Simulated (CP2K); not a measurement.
# AlH2SO (SMILES [OH][Al][SH]): UOLYP-D3(BJ)/3-21G (ngrids 4)

Aim: the energy change on altering one bond length of AlH2SO at UOLYP-D3(BJ)/3-21G (ngrids 4), from 2 runs. 

Program for the calculation: CP2K 2026.2.

1 further run of the same task is left out (it didn't finish).

## (1) The molecule

The species is AlH2SO (5 atoms), meant as a doublet with charge 0. As SMILES, `[OH][Al][SH]`. The shape comes from GFN2-xTB, which is rough for such elements, and wasn't checked as a minimum. This is one conformer, not always the lowest.

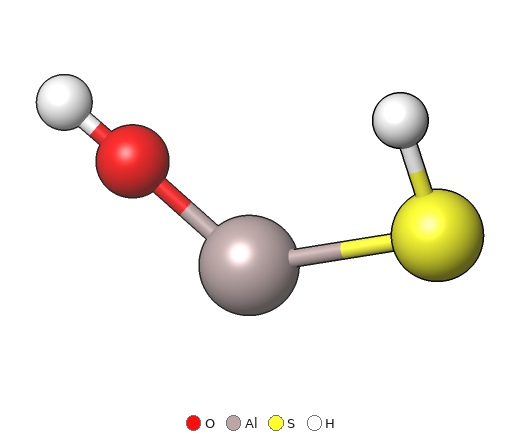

Viewed from a chosen angle; oxygen red, aluminium light grey, sulfur yellow, hydrogen white.

## (2) A single-point energy at UOLYP-D3(BJ)/3-21G (ngrids 4)

Contents of molecule.inp:

```
&GLOBAL
    PROJECT molecule
    RUN_TYPE ENERGY
    PRINT_LEVEL MEDIUM
&END GLOBAL

&FORCE_EVAL
    METHOD QS
    &DFT
        BASIS_SET_FILE_NAME ./3_21g.basis
        POTENTIAL_FILE_NAME POTENTIAL
        CHARGE 0
        MULTIPLICITY 2
        UKS T
        ! Quickstep
        &QS
            METHOD GAPW
            EPS_DEFAULT 1.0E-10
        &END QS
        ! real-space grids
        &MGRID
            CUTOFF 280
            REL_CUTOFF 50
            NGRIDS 4
        &END MGRID
        ! cluster boundary conditions
        &POISSON
            PERIODIC NONE
            POISSON_SOLVER MULTIPOLE
        &END POISSON
        &SCF
            SCF_GUESS ATOMIC
            EPS_SCF 1.0E-06
            MAX_SCF 40
            &OT ON
                MINIMIZER CG
                PRECONDITIONER FULL_SINGLE_INVERSE
            &END OT
            &OUTER_SCF
                EPS_SCF 1.0E-06
                MAX_SCF 8
            &END OUTER_SCF
        &END SCF
        &XC
            &XC_FUNCTIONAL
                &GGA_X_OPTX
                &END GGA_X_OPTX
                &GGA_C_LYP
                &END GGA_C_LYP
            &END XC_FUNCTIONAL
            &VDW_POTENTIAL
                POTENTIAL_TYPE PAIR_POTENTIAL
                &PAIR_POTENTIAL
                    TYPE DFTD3(BJ)
                    PARAMETER_FILE_NAME dftd3.dat
                    REFERENCE_FUNCTIONAL OLYP
                    R_CUTOFF 15
                &END PAIR_POTENTIAL
            &END VDW_POTENTIAL
        &END XC
        ! extra output
        &PRINT
            &MOMENTS
                PERIODIC F
                REFERENCE COM
                MAX_MOMENT 1
            &END MOMENTS
            &MO_CUBES
                NLUMO 5
                NHOMO -1
                WRITE_CUBE F
            &END MO_CUBES
            &HIRSHFELD OFF
            &END HIRSHFELD
        &END PRINT
    &END DFT
    ! structure
    &SUBSYS
        ! box in angstrom
        &CELL
            ABC [angstrom] 10.9 9.6 7.4
            PERIODIC NONE
        &END CELL
        &COORD
            O     -1.125990    -0.847940    -0.019370
            Al     0.505820    -0.896390    -0.221260
            S      1.867490     0.899700    -0.054240
            H     -2.067240    -0.833340     0.104790
            H      0.819910     1.677960     0.190080
        &END COORD
        &TOPOLOGY
            &CENTER_COORDINATES
            &END CENTER_COORDINATES
        &END TOPOLOGY
        &KIND O
            BASIS_SET 3-21G
            POTENTIAL ALL
        &END KIND
        &KIND Al
            BASIS_SET 3-21G
            POTENTIAL ALL
        &END KIND
        &KIND S
            BASIS_SET 3-21G
            POTENTIAL ALL
        &END KIND
        &KIND H
            BASIS_SET 3-21G
            POTENTIAL ALL
        &END KIND
    &END SUBSYS
&END FORCE_EVAL
```

Command:

```sh
$ OMP_NUM_THREADS=1 cp2k.psmp molecule.inp > molecule.out
```

The log of the run:

```text
CP2K| version string:                                       CP2K version 2026.2
[...]
 GLOBAL| Method name                                                        CP2K
[...]
 GLOBAL| Run type                                                         ENERGY
[...]
 DFT| Spin unrestricted (spin-polarized) Kohn-Sham calculation               UKS
 DFT| Multiplicity                                                             2
[...]
 DFT| Charge                                                                   0
[...]
 FUNCTIONAL| GGA_X_OPTX:
[...]
 FUNCTIONAL| GGA_C_LYP:
[...]
 QS| Method:                                                                GAPW
[...]
 QS| Density cutoff [a.u.]:                                                140.0
[...]
 QS| Relative density cutoff [a.u.]:                                        25.0
[...]
                             - Atoms:                                          5
[...]
                             - Spherical basis functions:                     39
[...]
 Number of electrons:                                                         20
[...]
     1 OT CG       0.80E-01    0.9     0.75485049      -665.0148531659 -6.65E+02
[...]
    14 OT CG       0.31E-02    0.9     0.00000096      -713.3485609052 -4.09E-12
  *** SCF run converged in    14 steps ***
[...]
  Overlap energy of the core charge distribution:               0.00000056569060
  Self energy of the core charge distribution:               -353.61682651841488
  Core Hamiltonian energy:                                   -362.76000115592632
  Hartree energy:                                              94.38340107470654
  Exchange-correlation energy:                                -15.07827921978202
  Dispersion energy:                                           -0.01637831322742
[...]
                     Mulliken Population Analysis
 #  Atom  Element  Kind  Atomic population (alpha,beta) Net charge  Spin moment
       1     O        1         4.390300     4.365737    -0.756037     0.024563
       2     Al       2         6.574099     5.730383     0.695519     0.843716
       3     S        3         8.272294     8.157006    -0.429300     0.115287
       4     H        4         0.304026     0.292470     0.403504     0.011556
       5     H        4         0.459282     0.454404     0.086314     0.004878
 # Total charge and spin       20.000000    19.000000    -0.000000     1.000000
[...]
  Dipole moment [Debye]
    X= -0.3730120E+01 Y= -0.6267160E+00 Z=  0.3354460E+00  Total=      3.7972476
[...]
 HOMO - LUMO gap [eV] :    2.714324
 ENERGY| Total FORCE_EVAL ( QS ) energy [hartree]           -713.348560905198497
[...]
```

Wall time 5 min (1 thread of Arm Neoverse V2, shared host); peak memory 0.59 GiB.

## (3) The distorted shape, same level

Contents of calc.inp:

```
&GLOBAL
    PROJECT calc
    RUN_TYPE ENERGY
    PRINT_LEVEL MEDIUM
&END

&FORCE_EVAL
    METHOD QS
    &DFT
        BASIS_SET_FILE_NAME ./3_21g.basis
        POTENTIAL_FILE_NAME POTENTIAL
        MULTIPLICITY 2
        LSD T
        &QS
            METHOD GAPW
            EPS_DEFAULT 1.0E-10
        &END
        &MGRID
            CUTOFF 280
            REL_CUTOFF 50
            NGRIDS 4
        &END
        &POISSON
            PERIODIC NONE
            POISSON_SOLVER MULTIPOLE
        &END
        &SCF
            SCF_GUESS ATOMIC
            EPS_SCF 1.0E-06
            MAX_SCF 40
            &OT
                MINIMIZER DIIS
                PRECONDITIONER FULL_ALL
            &END
            &OUTER_SCF
                EPS_SCF 1.0E-06
                MAX_SCF 10
            &END
        &END
        &XC
            &XC_FUNCTIONAL
                &GGA_X_OPTX
                &END
                &GGA_C_LYP
                &END
            &END
            &VDW_POTENTIAL
                POTENTIAL_TYPE PAIR_POTENTIAL
                &PAIR_POTENTIAL
                    TYPE DFTD3(BJ)
                    PARAMETER_FILE_NAME dftd3.dat
                    REFERENCE_FUNCTIONAL OLYP
                    R_CUTOFF 15
                &END
            &END
        &END
        &PRINT
            &MOMENTS
                PERIODIC F
                REFERENCE COM
                MAX_MOMENT 1
            &END
            &MO_CUBES
                NLUMO 5
                NHOMO -1
                WRITE_CUBE F
            &END
            &HIRSHFELD OFF
            &END
        &END
    &END
    &SUBSYS
        &CELL
            ABC 10.9 10 7.6
            PERIODIC NONE
        &END
        &COORD
            O     -0.497466    -1.314878    -0.165956
            Al     1.134344    -1.363328    -0.367846
            S      2.496014     0.432762    -0.200826
            H     -1.438716    -1.300278    -0.041796
            H      0.819910     1.677960     0.190080
        &END
        &TOPOLOGY
            &CENTER_COORDINATES
            &END
        &END
        &KIND O
            BASIS_SET 3-21G
            POTENTIAL ALL
        &END
        &KIND Al
            BASIS_SET 3-21G
            POTENTIAL ALL
        &END
        &KIND S
            BASIS_SET 3-21G
            POTENTIAL ALL
        &END
        &KIND H
            BASIS_SET 3-21G
            POTENTIAL ALL
        &END
    &END
&END
```

Command:

```sh
$ OMP_NUM_THREADS=1 cp2k.psmp -i calc.inp -o calc.out
```

The log of the run:

```text
CP2K| version string:                                       CP2K version 2026.2
[...]
 GLOBAL| Method name                                                        CP2K
[...]
 GLOBAL| Run type                                                         ENERGY
[...]
 DFT| Spin unrestricted (spin-polarized) Kohn-Sham calculation               UKS
 DFT| Multiplicity                                                             2
[...]
 DFT| Charge                                                                   0
[...]
 FUNCTIONAL| GGA_X_OPTX:
[...]
 FUNCTIONAL| GGA_C_LYP:
[...]
 QS| Method:                                                                GAPW
[...]
 QS| Density cutoff [a.u.]:                                                140.0
[...]
 QS| Relative density cutoff [a.u.]:                                        25.0
[...]
                             - Atoms:                                          5
[...]
                             - Spherical basis functions:                     39
[...]
 Number of electrons:                                                         20
[...]
     1 OT DIIS     0.15E+00    1.0     0.45782429      -657.3799286630 -6.57E+02
[...]
    37 OT DIIS     0.15E+00    1.0     0.00000074      -713.2834890789 -1.11E-09
  *** SCF run converged in    37 steps ***
[...]
  Overlap energy of the core charge distribution:               0.00000012509862
  Self energy of the core charge distribution:               -353.61682651841488
  Core Hamiltonian energy:                                   -363.01501438400044
  Hartree energy:                                              94.65685299119647
  Exchange-correlation energy:                                -14.95437278049170
  Dispersion energy:                                           -0.01764697846440
[...]
                     Mulliken Population Analysis
 #  Atom  Element  Kind  Atomic population (alpha,beta) Net charge  Spin moment
       1     O        1         4.386065     4.366925    -0.752991     0.019140
       2     Al       2         6.484549     5.792930     0.722521     0.691618
       3     S        3         8.216684     8.218536    -0.435219    -0.001852
       4     H        4         0.300088     0.292141     0.407771     0.007947
       5     H        4         0.612615     0.329468     0.057918     0.283147
 # Total charge and spin       20.000000    19.000000     0.000000     1.000000
[...]
  Dipole moment [Debye]
    X= -0.3651874E+01 Y= -0.1863624E+01 Z=  0.9854525E-01  Total=      4.1010958
[...]
 HOMO - LUMO gap [eV] :    2.059976
 ENERGY| Total FORCE_EVAL ( QS ) energy [hartree]           -713.283489078913362
[...]
```

It took 79 s on 1 thread of Arm Neoverse V2, shared host; peak memory 0.66 GiB.

## (4) Results

At UOLYP-D3(BJ)/3-21G (ngrids 4):

| quantity | value |
| --- | --- |
| first shape: total energy | -713.34856 Eh |
| first shape: dipole moment | 3.80 D |
| first shape: HOMO energy (highest over α and β) | -4.34 eV |
| first shape: LUMO energy (lowest over α and β) | -3.11 eV |
| first shape: dispersion energy | -43.00 kJ/mol |
| first shape: ⟨S²⟩ | 0.752 |
| distorted shape: total energy | -713.28349 Eh |
| distorted shape: dipole moment | 4.10 D |
| distorted shape: HOMO energy (highest over α and β) | -4.59 eV |
| distorted shape: LUMO energy (lowest over α and β) | -3.56 eV |
| distorted shape: dispersion energy | -46.33 kJ/mol |
| distorted shape: ⟨S²⟩ | 0.774 |
| energy change with the S3–H5 bond stretched from 1.328 to 2.124 Å | 1.771 eV |

**Reading.** With the S3–H5 bond stretched from 1.328 to 2.124 Å the energy rises by 1.77 eV (41 kcal/mol). The first shape isn't relaxed at this level, so the change isn't measured from a minimum.
